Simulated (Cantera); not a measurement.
Input: 1 mol SiCl4, 2.5 mol Cl2, 14 mol H2, equilibrated at 668 Torr.

These are equilibrium values from Cantera (NASA tables, ideal gas, pure condensed phases), not measurements of a reactor. Candidate condensed phases: Si; 19 gas species. The tables' values for SiCl3 are old estimates; treat these amounts as uncertain. Rates play no part.

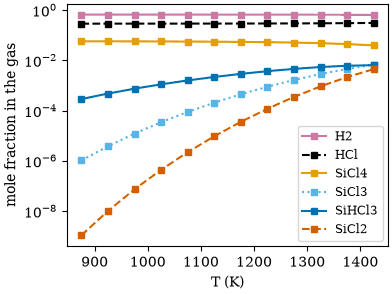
*Equilibrium gas composition (values under 1e-9 drawn at 1e-9)*

From 875 K to 1425 K nothing is condensed. The main Si-bearing gas is SiCl4 throughout.
